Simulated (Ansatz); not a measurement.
# PBE-QIDH/def2-SVP run of CH8Si2 (SMILES [SiH3]C[SiH3])

Aim: the energy change on altering one bond length of CH8Si2 at PBE-QIDH/def2-SVP, from 2 runs. 

Program for the calculation: Ansatz 0.2.0.

56 further runs of the same task are left out: 56 set aside as unsound or not needed.

### Step 1. The system as given

CH8Si2 has 11 atoms, charge 0, and is taken as a singlet. As SMILES, `[SiH3]C[SiH3]`. The coordinates come from a PBE0-D4/def2-TZVP relaxation.

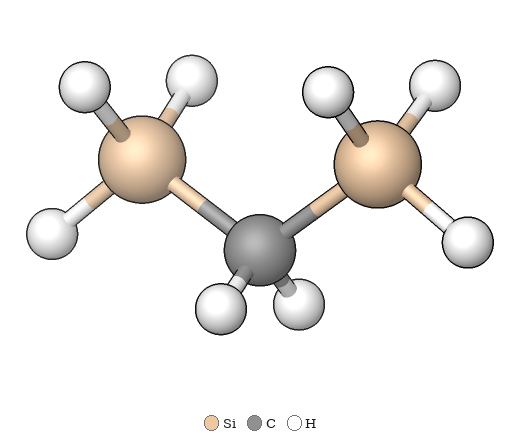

The structure, seen from a chosen angle (silicon light orange, carbon grey, hydrogen white).

### Step 2. A single-point energy at PBE-QIDH/def2-SVP

Contents of molecule.yaml:

```yaml
crystal:
  periodic: [false, false, false]
  atoms:
    - {symbol: Si, position_ang: [-1.158980, 1.034720, -0.344660]}
    - {symbol: C, position_ang: [-0.286340, -0.621440, -0.365590]}
    - {symbol: Si, position_ang: [1.335180, -0.652340, 0.569590]}
    - {symbol: H, position_ang: [-2.435800, 0.976800, -1.106490]}
    - {symbol: H, position_ang: [-0.293510, 2.078920, -0.955560]}
    - {symbol: H, position_ang: [-1.463790, 1.436810, 1.054620]}
    - {symbol: H, position_ang: [-0.954100, -1.377620, 0.060730]}
    - {symbol: H, position_ang: [-0.099440, -0.908830, -1.405770]}
    - {symbol: H, position_ang: [1.110650, -0.304370, 1.998260]}
    - {symbol: H, position_ang: [2.282060, 0.336720, -0.011600]}
    - {symbol: H, position_ang: [1.964060, -1.999380, 0.506460]}
basis:
  gaussian:
    orbitals: def2-SVP
hamiltonian:
  xc: {name: PBE-QIDH}
correlation:
  frozen_orbitals: {C: 1, H: 0, Si: 5}
accuracy: high
output: {orbitals: {seedname: orbitals}}
```

Run with:

```
ansatz run molecule.yaml --threads 1 --pin off --max-ram 3480MiB --events-out events.jsonl --progress --plain --runs-dir runs
```

The log of the run:

```text
Warning: RAYON_NUM_THREADS=1 ignored (pool sized by the plan → 1); use --threads N
Functional definition: PBE-QIDH
  name "PBE-QIDH"
  parameter a = 3^(-1/3)
  parameter c = 1/3
  exchange = (1 - a)*pbe_x + a*exact_x
  correlation = (1 - c)*pbe_c + c*(mp2_os + mp2_ss)
2074 factors; integrals over basis functions are off by at most 3.9e-9 eV
mean field evaluation 1: about -16897.7393 eV, gradient 2.5e1 eV
mean field evaluation 2: about -16897.7431 eV, gradient 2.5e1 eV
mean field evaluation 4: about -16899.4196 eV, gradient 1.8e0 eV
mean field evaluation 8: about -16899.4321 eV, gradient 3.2e-2 eV
mean field evaluation 16: about -16899.4321 eV, gradient 6.7e-7 eV
mean field -16899.43210361 eV, -621.0426749612 hartree, gradient 3.9e-8 eV, S^2 0.000000; 0 other end points of the search recorded, 0 dependent functions left out
11 core orbitals not correlated: weight in the atoms' cores, before any rotation towards them, 1.000 or more for the frozen orbitals, at most 0.000 for the correlated occupied ones
reference -16899.43210477 eV, -621.0426750039 hartree; 10, 10 occupied and 69, 69 virtual orbitals, 2074 factors
second order -11.04630898 eV of doubles, -0.00000000 eV of singles
Total energy: -16903.11420777 eV, -621.1779897931 hartree
```

It took 4.2 s on 1 thread of AMD EPYC 9R45 (Zen 5), shared host; peak memory 0.32 GiB.

### Step 3. The distorted shape at the same level

Contents of run.yaml:

```yaml
crystal:
  periodic: [false, false, false]
  atoms:
    - {symbol: Si, position_ang: [-0.793215, 0.552222, -2.023762]}
    - {symbol: C, position_ang: [0.079425, -1.103938, -2.044692]}
    - {symbol: Si, position_ang: [1.700945, -1.134838, -1.109512]}
    - {symbol: H, position_ang: [-2.070035, 0.494302, -2.785592]}
    - {symbol: H, position_ang: [0.072255, 1.596422, -2.634662]}
    - {symbol: H, position_ang: [-1.463790, 1.436810, 1.054620]}
    - {symbol: H, position_ang: [-0.588335, -1.860118, -1.618372]}
    - {symbol: H, position_ang: [0.266325, -1.391328, -3.084872]}
    - {symbol: H, position_ang: [1.476415, -0.786868, 0.319158]}
    - {symbol: H, position_ang: [2.647825, -0.145778, -1.690702]}
    - {symbol: H, position_ang: [2.329825, -2.481878, -1.172642]}
basis:
  gaussian:
    orbitals: def2-SVP
hamiltonian:
  xc: {name: PBE-QIDH}
correlation:
  frozen_orbitals: {C: 1, H: 0, Si: 5}
accuracy: high
output: {orbitals: {seedname: orbitals}}
```

Run with:

```
ansatz run run.yaml --threads 1 --pin off --max-ram 3480MiB --events-out events.jsonl --progress --plain --runs-dir runs
```

The log of the run:

```text
Warning: RAYON_NUM_THREADS=1 ignored (pool sized by the plan → 1); use --threads N
[... 6 set-up lines as earlier in the session ...]
2028 factors; integrals over basis functions are off by at most 3.7e-9 eV
mean field evaluation 1: about -16892.2411 eV, gradient 2.6e1 eV
mean field evaluation 2: about -16892.2873 eV, gradient 2.6e1 eV
mean field evaluation 4: about -16894.2797 eV, gradient 2.8e0 eV
mean field evaluation 8: about -16894.3202 eV, gradient 2.1e-1 eV
mean field evaluation 16: about -16894.3205 eV, gradient 1.5e-5 eV
mean field -16894.32051248 eV, -620.8548274518 hartree, gradient 6.7e-8 eV, S^2 0.000000; 0 other end points of the search recorded, 0 dependent functions left out; unrestricted orbitals would lower it
11 core orbitals not correlated: weight in the atoms' cores, before any rotation towards them, 1.000 or more for the frozen orbitals, at most 0.000 for the correlated occupied ones
reference -16894.32051375 eV, -620.8548274984 hartree; 10, 10 occupied and 69, 69 virtual orbitals, 2028 factors
second order -12.00326585 eV of doubles, -0.00000000 eV of singles
Total energy: -16898.32160236 eV, -621.0018647931 hartree
```

Wall time 4.2 s (1 thread of AMD EPYC 9R45 (Zen 5), shared host); peak memory 0.32 GiB.

### Step 4. Results

Level: PBE-QIDH/def2-SVP, 11 core orbitals frozen.

| quantity | value |
| --- | --- |
| first shape: total energy | -621.17799 Eh |
| first shape: HOMO energy (SCF part's orbitals) | -10.85 eV |
| first shape: LUMO energy (SCF part's orbitals) | 2.40 eV |
| first shape: HOMO–LUMO gap (SCF part's orbitals) | 13.25 eV |
| distorted shape: total energy | -621.00186 Eh |
| distorted shape: HOMO energy (SCF part's orbitals) | -7.38 eV |
| distorted shape: LUMO energy (SCF part's orbitals) | -2.00 eV |
| distorted shape: HOMO–LUMO gap (SCF part's orbitals) | 5.38 eV |
| energy change with the Si1–H6 bond stretched from 1.487 to 3.272 Å | 4.793 eV |

In words: With the Si1–H6 bond stretched from 1.487 to 3.272 Å the energy rises by 4.79 eV (111 kcal/mol). The first shape isn't relaxed at this level, so the change isn't measured from a minimum. A restricted reference can't describe the breaking bond well at this length. The restricted solution (distorted shape) is unstable to spin breaking: an unrestricted one lies lower.
